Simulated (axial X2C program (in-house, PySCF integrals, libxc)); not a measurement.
# SrBr: bond curves with and without spin–orbit coupling

What are the state, bond length, wavenumber and bond energy of SrBr, and what does spin–orbit coupling change?

The runs use an in-house X2C program for linear molecules on PySCF integrals; all-electron X2C, Sr dyall-cv3z, Br dyall-cv3z.

All values are calculated.

## (1) The job

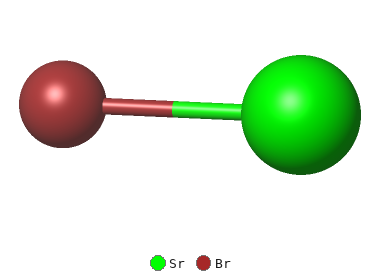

The two atoms at 2.990 Å (strontium green, bromine red).

task.json

```json
{"zs": [38, 35], "q": 0, "bas": ["dyall-cv3z", "dyall-cv3z"], "levels": ["PBE0", "HF", "PBE"], "cc": true, "r0": 2.99, "thr": -1.0, "nmax": 90, "npts": 10, "nst": 2, "ntry": 6}
```

Keys: zs atomic numbers; q charge; bas basis sets; levels methods (HF also brings MP2); cc coupled cluster on or off; r0 starting distance in Å; thr threshold in hartree for freezing inner shells (an s shell follows its p shell); nmax most natural virtual spinors; npts points asked for on the curve; nst determinants followed; ntry starts of the search.

Launch:

```sh
python so2c.py task.json out
```

Spin-free means the one-electron spin-free X2C Hamiltonian; two-component (2c) means X2C with spin–orbit coupling and atomic mean-field two-electron Coulomb and Gaunt terms. Basis: Sr dyall-cv3z contracted to [13s12p8d5f1g], Br dyall-cv3z contracted to [8s9p6d4f1g]; Gaussian nuclei, density fitting. Masses: Sr 87.906 u, Br 78.918 u.

Notation: σ, π±, δ± give the projection m of an orbital's angular momentum (0, ±1, ±2), α and β its spin, Λ and M_S the sums; ω is the projection of a spinor's total angular momentum and Ω the sum. Logs are in hartree.

The results follow Hamiltonian by Hamiltonian and level by level.

## (2) State search with PBE0

PBE0 moves the distance from 2.990 Å to 2.738 Å and compares determinants there.

Spin-free determinants:

```csv
ΔE (eV),state,open shells
0.00,"M_S = 1/2, Λ = 0",beyond closed shells: σα
1.79,"M_S = 1/2, Λ = 1",beyond closed shells: π+α
2.28,"M_S = 1/2, Λ = 2",beyond closed shells: δ+α
4.67,"M_S = 1/2, Λ = 1","beyond closed shells: π+α, π+β, π-α"
5.99,"M_S = 3/2, Λ = 2","beyond closed shells: σα, 2 × π+α, π+β, π-α"
5.99,"M_S = 3/2, Λ = 0","beyond closed shells: σα, π+α, π+β, 2 × π-α"
```

Two-component determinants:

```tsv
ΔE (eV)	state	open shells
0.00	Ω = 1/2	excess of +ω over −ω: ω = 1/2
1.80	Ω = 3/2	excess of +ω over −ω: ω = 3/2
2.28	Ω = 5/2	excess of +ω over −ω: ω = 5/2
4.51	Ω = 3/2	excess of +ω over −ω: ω = 3/2
5.84	Ω = 5/2	excess of +ω over −ω: 2 × ω = 1/2, ω = 3/2
5.85	Ω = 7/2	excess of +ω over −ω: ω = 1/2, 2 × ω = 3/2
6.11	Ω = 3/2	excess of +ω over −ω: 3 × ω = 1/2
```

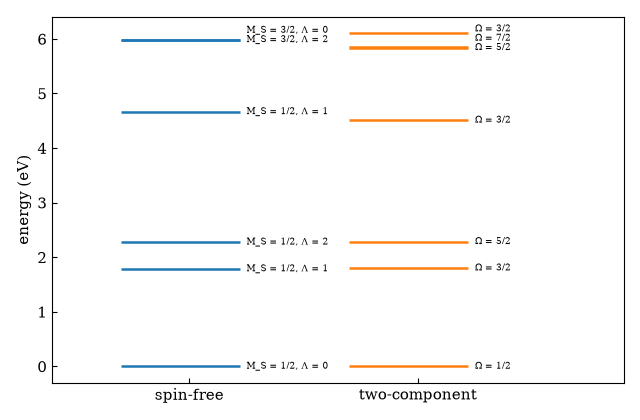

The determinants found, each set from its own lowest.

## (3) PBE0, spin-free

State followed: M_S = 1/2, Λ = 0 (beyond closed shells: σα). The scan is laid around 2.738 Å, a first estimate of the minimum, and this SCF restarts from the orbitals of the search.

The SCF at the reference distance of 2.738 Å:

```text
spin-free X2C-1e  PBE0
basis functions 235  fitting functions 1259  grid points 5806
iter        total energy     max residual
   1      -5785.128916830     1.92e-05
   2      -5785.128916868     1.33e-05
   3      -5785.128916878     5.15e-06
   4      -5785.128916884     3.62e-06
   5      -5785.128916886     7.91e-07
converged
one-electron -8537.63957842  Coulomb 2693.86161660  exact exchange -48.80560632  xc functional -149.59636793  nuclear repulsion 257.05101918
```

Along the bond, energies from the lowest point:

| R (Å) | E (eV) | μ (D) | HOMO (eV) | LUMO (eV) | iterations |
| --- | --- | --- | --- | --- | --- |
| 2.382 | 0.6640 | -3.16 | -3.85 | -1.87 | 11 |
| 2.492 | 0.2684 | -3.58 | -3.96 | -1.96 | 11 |
| 2.574 | 0.1028 | -3.93 | -4.05 | -2.02 | 10 |
| 2.656 | 0.0201 | -4.32 | -4.13 | -2.09 | 10 |
| 2.738 | 0.0000 | -4.73 | -4.21 | -2.17 | 5 |
| 2.834 | 0.0351 | -5.23 | -4.31 | -2.25 | 11 |
| 2.930 | 0.1151 | -5.75 | -4.40 | -2.34 | 11 |
| 3.053 | 0.2620 | -6.43 | -4.52 | -2.45 | 11 |
| 3.204 | 0.4806 | -7.30 | -4.66 | -2.60 | 11 |
| 3.422 | 0.8299 | -8.57 | -4.86 | -2.80 | 11 |

Dipoles are positive if Br is the positive end.

Outer orbitals at the reference distance:

| symmetry | occupied | ε (eV) | atomic character |
| --- | --- | --- | --- |
| π-α | yes | -25.05 | 100% Sr p |
| π+α | yes | -25.05 | 100% Sr p |
| σα | yes | -25.03 | 97% Sr p |
| π+β | yes | -24.94 | 100% Sr p |
| π-β | yes | -24.94 | 100% Sr p |
| σβ | yes | -24.92 | 96% Sr p |
| σα | yes | -20.11 | 83% Br s, 7% Sr p, 5% Sr d |
| σβ | yes | -20.08 | 83% Br s, 7% Sr p, 5% Sr d |
| σα | yes | -7.86 | 83% Br p, 7% Sr d, 6% Sr s |
| σβ | yes | -7.78 | 84% Br p, 7% Sr d, 5% Sr s |
| π-α | yes | -7.31 | 90% Br p, 5% Sr d, 3% Sr f |
| π+α | yes | -7.31 | 90% Br p, 5% Sr d, 3% Sr f |
| π-β | yes | -7.30 | 90% Br p, 5% Sr d, 3% Sr f |
| π+β | yes | -7.30 | 90% Br p, 5% Sr d, 3% Sr f |
| σα | yes | -4.21 | 78% Sr s, 15% Sr p, 5% Sr d |
| σβ | no | -2.17 | 84% Sr s, 8% Sr p, 6% Sr d |
| π-α | no | -1.24 | 79% Sr p, 21% Sr d |
| π+α | no | -1.24 | 79% Sr p, 21% Sr d |
| σα | no | -0.98 | 52% Sr p, 42% Sr d, 2% Sr s |

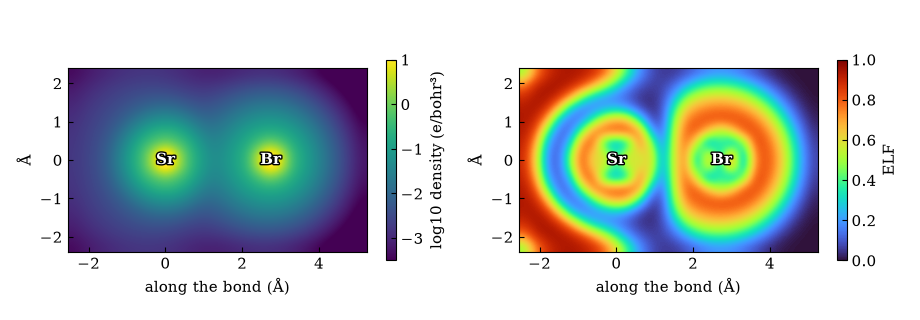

PBE0 fields in a plane through the axis, from a grid of 0.3 Å; Sr lies at z = 0 and Br at z = 2.738 Å; the ELF is damped to zero where the density is low.

Re = 2.728 Å, ωe = 216.4 cm⁻¹, ωexe = 0.513 cm⁻¹, Be = 0.05447 cm⁻¹, De = 3.88 eV, μ = -4.68 D.

## (4) HF, spin-free

Output at 2.738 Å:

```text
spin-free X2C-1e  HF
basis functions 235  fitting functions 1259  grid points 5806
iter        total energy     max residual
   1      -5781.949367907     2.82e-01
   2      -5781.978533694     6.23e-03
   3      -5781.979289878     2.88e-03
   4      -5781.979438963     1.10e-03
   5      -5781.979510591     7.61e-04
   6      -5781.979558761     3.95e-04
   7      -5781.979583190     1.62e-04
   8      -5781.979587962     3.80e-05
   9      -5781.979588083     1.21e-05
  10      -5781.979588098     2.40e-06
  11      -5781.979588099     8.83e-07
converged
one-electron -8536.95662998  Coulomb 2693.27449255  exact exchange -195.34846985  xc functional 0.00000000  nuclear repulsion 257.05101918
```

Re = 2.811 Å, ωe = 205.9 cm⁻¹, ωexe = 0.482 cm⁻¹, Be = 0.05129 cm⁻¹, De = 3.33 eV, μ = -4.89 D.

## (5) PBE, spin-free

The SCF at the reference distance of 2.738 Å:

```text
spin-free X2C-1e  PBE
basis functions 235  fitting functions 1259  grid points 5806
iter        total energy     max residual
   1      -5785.001032519     9.43e-02
   2      -5785.004517786     5.61e-03
   3      -5785.003321011     8.49e-03
   4      -5785.005179360     8.47e-04
   5      -5785.005184380     1.89e-04
   6      -5785.005185190     7.64e-05
   7      -5785.005185371     7.59e-06
   8      -5785.005185378     3.91e-06
   9      -5785.005185379     1.53e-06
converged
one-electron -8537.25411491  Coulomb 2693.43297789  exact exchange 0.00000000  xc functional -198.23506754  nuclear repulsion 257.05101918
```

Re = 2.729 Å, ωe = 213.0 cm⁻¹, ωexe = 0.514 cm⁻¹, Be = 0.05442 cm⁻¹, De = 3.86 eV, μ = -4.63 D.

## (6) MP2 and beyond, spin-free

Correlated methods: 9 electrons correlated (frozen shells, counted by type: Sr 4 s, 3 p, 1 d; Br 3 s, 2 p, 1 d), 277 virtual spinors in MP2, 82 natural virtuals in coupled cluster.

Output of the correlated part at 2.738 Å:

```text
correlated 9  virtual 277  natural virtual 82  E(MP2) -0.178094844  MP2 remainder -0.003346533
iter   CCSD correlation   residual
   1     -0.185841411   6.70e-02
   2     -0.189273372   2.05e-02
   3     -0.189514025   5.92e-03
   4     -0.189495092   2.41e-03
   5     -0.189502126   8.37e-04
   6     -0.189502580   3.13e-04
   7     -0.189502610   1.05e-04
   8     -0.189502926   3.39e-05
   9     -0.189502635   8.38e-06
  10     -0.189502644   2.27e-06
(T) -0.007152635  T1 0.0116  D1 0.0245  max T2 0.029
```

T1 in the output is the amplitude norm over the root of the electron number; divide by √2 for the Lee–Taylor value.

MP2: Re = 2.804 Å, ωe = 206.9 cm⁻¹, Be = 0.05158 cm⁻¹, De = 3.91 eV.

CCSD: Re = 2.803 Å, ωe = 207.2 cm⁻¹, ωexe = 0.471 cm⁻¹, Be = 0.05159 cm⁻¹, De = 3.59 eV. T1 at Re = 0.008 (Lee–Taylor, the printed value over √2).

CCSD(T): Re = 2.803 Å, ωe = 207.0 cm⁻¹, ωexe = 0.471 cm⁻¹, Be = 0.05158 cm⁻¹, De = 3.67 eV. T1 at Re = 0.008 (Lee–Taylor, the printed value over √2).

## (7) A higher determinant, spin-free

State: M_S = 1/2, Λ = 1 (beyond closed shells: π+α).

Output at the reference distance:

```text
spin-free X2C-1e  PBE0
basis functions 235  fitting functions 1259  grid points 5806
iter        total energy     max residual
   1      -5785.063303238     4.98e-06
   2      -5785.063303240     4.90e-06
converged
one-electron -8537.39971283  Coulomb 2693.69623265  exact exchange -48.80665647  xc functional -149.60418578  nuclear repulsion 257.05101918
```

| R (Å) | E above the lowest PBE0 point (eV) |
| --- | --- |
| 2.382 | 2.390 |
| 2.492 | 2.016 |
| 2.574 | 1.865 |
| 2.656 | 1.795 |
| 2.738 | 1.785 |
| 2.834 | 1.831 |
| 2.930 | 1.920 |
| 3.053 | 2.074 |
| 3.204 | 2.299 |

Re = 2.711 Å, ωe = 219.4 cm⁻¹, ωexe = 0.537 cm⁻¹, Be = 0.05517 cm⁻¹, μ = -4.82 D. Te = 1.78 eV.

## (8) The spin-free curves together

Energy (eV) of the followed determinant, spin-free, from each level's lowest point:

| R (Å) | PBE0 | HF | MP2 | CCSD | CCSD(T) | PBE |
| --- | --- | --- | --- | --- | --- | --- |
| 2.382 | 0.664 | 1.015 | 0.973 | n/a | n/a | 0.650 |
| 2.492 | 0.268 | 0.488 | 0.461 | 0.461 | 0.460 | 0.264 |
| 2.574 | 0.103 | 0.242 | 0.224 | 0.224 | 0.224 | 0.101 |
| 2.656 | 0.020 | 0.093 | 0.082 | 0.082 | 0.082 | 0.020 |
| 2.738 | 0.000 | 0.017 | 0.012 | 0.012 | 0.012 | 0.000 |
| 2.834 | 0.035 | 0.000 | 0.000 | 0.000 | 0.000 | 0.033 |
| 2.930 | 0.115 | 0.038 | 0.042 | 0.043 | 0.043 | 0.110 |
| 3.053 | 0.262 | 0.143 | 0.152 | 0.153 | 0.152 | 0.252 |
| 3.204 | 0.481 | 0.325 | 0.339 | n/a | n/a | 0.463 |
| 3.422 | 0.830 | 0.641 | 0.661 | n/a | n/a | 0.800 |

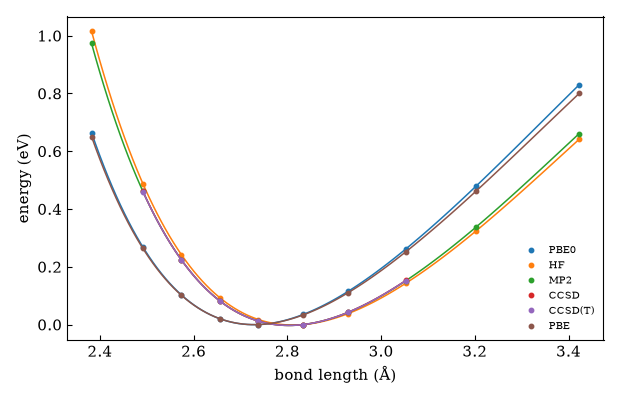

Curves of the followed state, spin-free, each from its own lowest point.

## (9) PBE0, 2c

State followed: Ω = 1/2 (excess of +ω over −ω: ω = 1/2). The scan is laid around 2.738 Å, a first estimate of the minimum, and this SCF restarts from the orbitals of the search.

The SCF at the reference distance of 2.738 Å:

```text
two-component X2C + atomic mean field  PBE0
basis functions 235  fitting functions 1259  grid points 5806
iter        total energy     max residual
   1      -5783.048167092     2.00e-05
   2      -5783.048167091     2.18e-05
   3      -5783.048167096     1.21e-06
   4      -5783.048167096     3.67e-07
converged
one-electron -8532.16680934  Coulomb 2692.70301568  exact exchange -48.78298220  xc functional -149.52787420  nuclear repulsion 257.05101918  atomic mean-field constant -2.32453622
```

Along the bond, energies from the lowest point:

| R (Å) | E (eV) | μ (D) | HOMO (eV) | LUMO (eV) | iterations |
| --- | --- | --- | --- | --- | --- |
| 2.382 | 0.6661 | -3.15 | -3.85 | -1.87 | 11 |
| 2.492 | 0.2698 | -3.57 | -3.96 | -1.96 | 11 |
| 2.574 | 0.1037 | -3.93 | -4.05 | -2.02 | 10 |
| 2.656 | 0.0205 | -4.31 | -4.13 | -2.09 | 10 |
| 2.738 | 0.0000 | -4.72 | -4.21 | -2.17 | 4 |
| 2.834 | 0.0347 | -5.22 | -4.31 | -2.25 | 11 |
| 2.930 | 0.1143 | -5.74 | -4.40 | -2.34 | 11 |
| 3.053 | 0.2607 | -6.42 | -4.52 | -2.45 | 11 |
| 3.204 | 0.4789 | -7.28 | -4.66 | -2.60 | 11 |
| 3.422 | 0.8274 | -8.55 | -4.85 | -2.80 | 11 |

Dipoles are positive if Br is the positive end.

Outer spinors at the reference distance:

```tsv
ω	occupied	ε (eV)	atomic character	λ mixture
-1/2	yes	-25.75	99% Sr p	72% π, 28% σ
1/2	yes	-25.72	99% Sr p	63% π, 37% σ
3/2	yes	-24.65	100% Sr p	100% π
1/2	yes	-24.62	98% Sr p	63% σ, 37% π
-1/2	yes	-24.57	97% Sr p	72% σ, 28% π
-3/2	yes	-24.54	100% Sr p	100% π
1/2	yes	-20.12	83% Br s, 7% Sr p, 5% Sr d	100% σ
-1/2	yes	-20.09	83% Br s, 7% Sr p, 5% Sr d	100% σ
1/2	yes	-7.94	84% Br p, 6% Sr d, 5% Sr s	85% σ, 15% π
-1/2	yes	-7.89	85% Br p, 6% Sr d, 4% Sr s	81% σ, 19% π
1/2	yes	-7.37	88% Br p, 6% Sr d, 2% Sr f	85% π, 15% σ
-1/2	yes	-7.36	88% Br p, 6% Sr d, 2% Sr p	81% π, 19% σ
3/2	yes	-7.16	89% Br p, 6% Sr d, 3% Sr f	100% π
-3/2	yes	-7.15	89% Br p, 6% Sr d, 3% Sr f	100% π
1/2	yes	-4.21	78% Sr s, 15% Sr p, 5% Sr d	100% σ
-1/2	no	-2.17	84% Sr s, 8% Sr p, 6% Sr d	100% σ
-1/2	no	-1.26	79% Sr p, 20% Sr d	100% π
3/2	no	-1.22	79% Sr p, 21% Sr d	100% π
1/2	no	-0.98	52% Sr p, 42% Sr d, 2% Sr s	100% σ
```

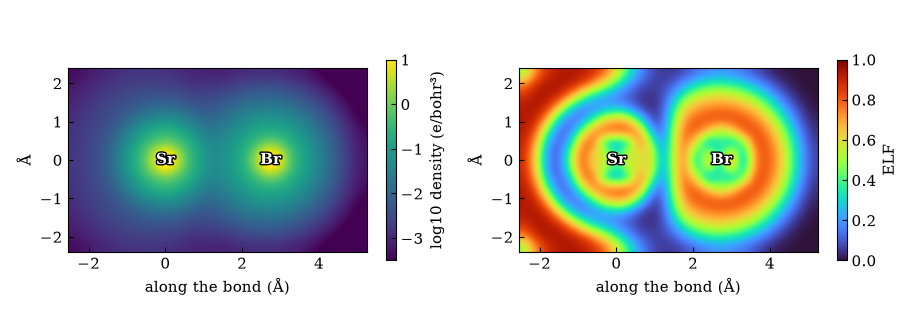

PBE0 fields in a plane through the axis, from a grid of 0.3 Å; Sr lies at z = 0 and Br at z = 2.738 Å; the ELF is damped to zero where the density is low.

Re = 2.729 Å, ωe = 216.2 cm⁻¹, ωexe = 0.513 cm⁻¹, Be = 0.05444 cm⁻¹, De = 3.78 eV, μ = -4.67 D.

## (10) HF, 2c

The SCF at the reference distance of 2.738 Å:

```text
two-component X2C + atomic mean field  HF
basis functions 235  fitting functions 1259  grid points 5806
iter        total energy     max residual
   1      -5779.869239491     2.83e-01
   2      -5779.898404425     6.23e-03
   3      -5779.899164489     2.89e-03
   4      -5779.899314515     1.10e-03
   5      -5779.899386736     7.63e-04
   6      -5779.899435379     3.96e-04
   7      -5779.899460023     1.62e-04
   8      -5779.899464869     3.83e-05
   9      -5779.899464997     1.21e-05
  10      -5779.899465014     2.37e-06
  11      -5779.899465015     9.58e-07
converged
one-electron -8531.48098977  Coulomb 2692.11294910  exact exchange -195.25790730  xc functional 0.00000000  nuclear repulsion 257.05101918  atomic mean-field constant -2.32453622
```

Re = 2.812 Å, ωe = 205.8 cm⁻¹, ωexe = 0.482 cm⁻¹, Be = 0.05126 cm⁻¹, De = 3.17 eV, μ = -4.88 D.

## (11) PBE, 2c

Output at 2.738 Å:

```text
two-component X2C + atomic mean field  PBE
basis functions 235  fitting functions 1259  grid points 5806
iter        total energy     max residual
   1      -5782.920110622     9.44e-02
   2      -5782.923592383     5.63e-03
   3      -5782.922384011     8.53e-03
   4      -5782.924257774     8.52e-04
   5      -5782.924262828     1.89e-04
   6      -5782.924263639     7.71e-05
   7      -5782.924263823     7.52e-06
   8      -5782.924263830     3.94e-06
   9      -5782.924263831     1.57e-06
converged
one-electron -8531.78236125  Coulomb 2692.27542766  exact exchange 0.00000000  xc functional -198.14381321  nuclear repulsion 257.05101918  atomic mean-field constant -2.32453622
```

Re = 2.730 Å, ωe = 212.8 cm⁻¹, ωexe = 0.515 cm⁻¹, Be = 0.0544 cm⁻¹, De = 3.76 eV, μ = -4.62 D.

## (12) Correlated methods, 2c

Correlated methods: 9 electrons correlated (frozen shells, counted by type: Sr 4 s, 3 p, 1 d; Br 3 s, 2 p, 1 d), 277 virtual spinors in MP2, 82 natural virtuals in coupled cluster.

Output of the correlated part at 2.738 Å:

```text
correlated 9  virtual 277  natural virtual 82  E(MP2) -0.178043621  MP2 remainder -0.003346978
iter   CCSD correlation   residual
   1     -0.185796973   6.70e-02
   2     -0.189232334   2.05e-02
   3     -0.189471960   5.91e-03
   4     -0.189453084   2.41e-03
   5     -0.189460113   8.38e-04
   6     -0.189460557   3.12e-04
   7     -0.189460595   1.05e-04
   8     -0.189460907   3.38e-05
   9     -0.189460617   8.36e-06
  10     -0.189460626   2.27e-06
(T) -0.007149239  T1 0.0116  D1 0.0246  max T2 0.029
```

MP2: Re = 2.804 Å, ωe = 206.7 cm⁻¹, Be = 0.05155 cm⁻¹, De = 3.77 eV.

CCSD: Re = 2.804 Å, ωe = 207.0 cm⁻¹, ωexe = 0.477 cm⁻¹, Be = 0.05156 cm⁻¹, De = 3.44 eV. T1 at Re = 0.008 (Lee–Taylor, the printed value over √2).

CCSD(T): Re = 2.804 Å, ωe = 206.9 cm⁻¹, ωexe = 0.474 cm⁻¹, Be = 0.05156 cm⁻¹, De = 3.52 eV. T1 at Re = 0.008 (Lee–Taylor, the printed value over √2).

## (13) A higher determinant, 2c

State: Ω = 3/2 (excess of +ω over −ω: ω = 3/2).

Output at the reference distance:

```text
two-component X2C + atomic mean field  PBE0
basis functions 235  fitting functions 1259  grid points 5806
iter        total energy     max residual
   1      -5782.981971697     2.46e-05
   2      -5782.981971763     2.50e-05
   3      -5782.981971786     1.47e-05
   4      -5782.981971814     9.19e-06
   5      -5782.981971829     2.41e-06
   6      -5782.981971830     9.96e-07
converged
one-electron -8531.92564586  Coulomb 2692.53712124  exact exchange -48.78408799  xc functional -149.53584218  nuclear repulsion 257.05101918  atomic mean-field constant -2.32453622
```

| R (Å) | E above the lowest PBE0 point (eV) |
| --- | --- |
| 2.382 | 2.407 |
| 2.492 | 2.033 |
| 2.574 | 1.881 |
| 2.656 | 1.811 |
| 2.738 | 1.801 |
| 2.834 | 1.846 |
| 2.930 | 1.934 |
| 3.053 | 2.089 |
| 3.204 | 2.312 |

Re = 2.711 Å, ωe = 219.1 cm⁻¹, ωexe = 0.538 cm⁻¹, Be = 0.05515 cm⁻¹, μ = -4.81 D. Te = 1.80 eV.

## (14) The 2c curves together

Energy (eV) of the followed determinant, 2c, from each level's lowest point:

| R (Å) | PBE0 | HF | MP2 | CCSD | CCSD(T) | PBE |
| --- | --- | --- | --- | --- | --- | --- |
| 2.382 | 0.666 | 1.019 | 0.976 | n/a | n/a | 0.652 |
| 2.492 | 0.270 | 0.490 | 0.463 | 0.463 | 0.462 | 0.265 |
| 2.574 | 0.104 | 0.244 | 0.226 | 0.225 | 0.225 | 0.102 |
| 2.656 | 0.020 | 0.094 | 0.083 | 0.083 | 0.083 | 0.021 |
| 2.738 | 0.000 | 0.018 | 0.013 | 0.013 | 0.013 | 0.000 |
| 2.834 | 0.035 | 0.000 | 0.000 | 0.000 | 0.000 | 0.033 |
| 2.930 | 0.114 | 0.038 | 0.042 | 0.042 | 0.042 | 0.110 |
| 3.053 | 0.261 | 0.142 | 0.151 | 0.152 | 0.152 | 0.251 |
| 3.204 | 0.479 | 0.324 | 0.338 | n/a | n/a | 0.461 |
| 3.422 | 0.827 | 0.639 | 0.659 | n/a | n/a | 0.797 |

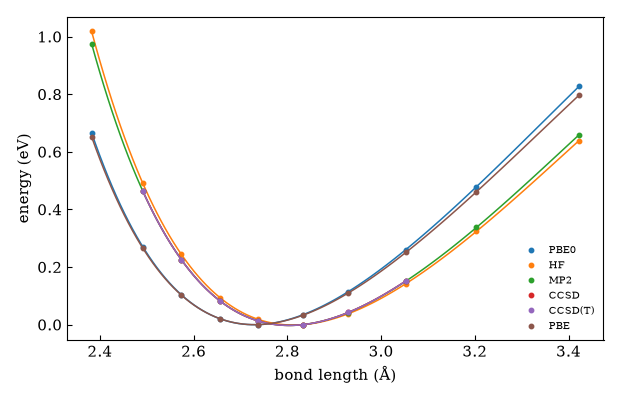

Curves of the followed state, 2c, each from its own lowest point.

The whole job took 2.9 min on 1 thread, shared host.

## (15) Results

Lowest determinant that the search found at its distance, spin-free: M_S = 1/2, Λ = 0 (beyond closed shells: σα).

Lowest determinant that the search found at its distance, 2c: Ω = 1/2 (excess of +ω over −ω: ω = 1/2).

```json
{"Hamiltonian": "spin-free", "level": "PBE0", "Re (Å)": "2.728", "ωe (cm⁻¹)": "216.4", "De (eV)": "3.88", "μ (D)": "-4.68"}
{"Hamiltonian": "spin-free", "level": "HF", "Re (Å)": "2.811", "ωe (cm⁻¹)": "205.9", "De (eV)": "3.33", "μ (D)": "-4.89"}
{"Hamiltonian": "spin-free", "level": "MP2", "Re (Å)": "2.804", "ωe (cm⁻¹)": "206.9", "De (eV)": "3.91", "μ (D)": "n/a"}
{"Hamiltonian": "spin-free", "level": "CCSD", "Re (Å)": "2.803", "ωe (cm⁻¹)": "207.2", "De (eV)": "3.59", "μ (D)": "n/a"}
{"Hamiltonian": "spin-free", "level": "CCSD(T)", "Re (Å)": "2.803", "ωe (cm⁻¹)": "207.0", "De (eV)": "3.67", "μ (D)": "n/a"}
{"Hamiltonian": "spin-free", "level": "PBE", "Re (Å)": "2.729", "ωe (cm⁻¹)": "213.0", "De (eV)": "3.86", "μ (D)": "-4.63"}
{"Hamiltonian": "2c", "level": "PBE0", "Re (Å)": "2.729", "ωe (cm⁻¹)": "216.2", "De (eV)": "3.78", "μ (D)": "-4.67"}
{"Hamiltonian": "2c", "level": "HF", "Re (Å)": "2.812", "ωe (cm⁻¹)": "205.8", "De (eV)": "3.17", "μ (D)": "-4.88"}
{"Hamiltonian": "2c", "level": "MP2", "Re (Å)": "2.804", "ωe (cm⁻¹)": "206.7", "De (eV)": "3.77", "μ (D)": "n/a"}
{"Hamiltonian": "2c", "level": "CCSD", "Re (Å)": "2.804", "ωe (cm⁻¹)": "207.0", "De (eV)": "3.44", "μ (D)": "n/a"}
{"Hamiltonian": "2c", "level": "CCSD(T)", "Re (Å)": "2.804", "ωe (cm⁻¹)": "206.9", "De (eV)": "3.52", "μ (D)": "n/a"}
{"Hamiltonian": "2c", "level": "PBE", "Re (Å)": "2.730", "ωe (cm⁻¹)": "212.8", "De (eV)": "3.76", "μ (D)": "-4.62"}
```

Dipoles are positive if Br is the positive end.

Time per point (s) on 1 thread, shared host (2c runs; CCSD comes with the CCSD(T) run); the times are rough: PBE0 1, HF 0.84, MP2 1, CCSD(T) 3.1, PBE 0.38.

At CCSD(T), going from spin-free to two-component changes Re by +1 mÅ, ωe by -0.1 %; the spin-free picture holds up (part of it comes from the scalar share of the two-electron terms). De moves by -0.14 eV; both De rest on single-determinant atoms, which can miss part of an open shell's spin–orbit lowering.

De refers to Sr + Br, each in the lowest determinant found, which need not be this curve's own limit. Each curve is one determinant whose occupation by symmetry is held fixed; it was picked as the lowest of a PBE0 search that is not exhaustive. Dissociation energies refer to the lowest single-determinant-based atoms at the same level and basis. Density functionals use the spin component along the axis (collinear). Coupled cluster ran in a truncated set of natural virtual spinors; the MP2 energy of the rest was added. With the outer-core shells frozen, correlated bond lengths of heavy atoms tend to come out a few hundredths of an ångström too long.
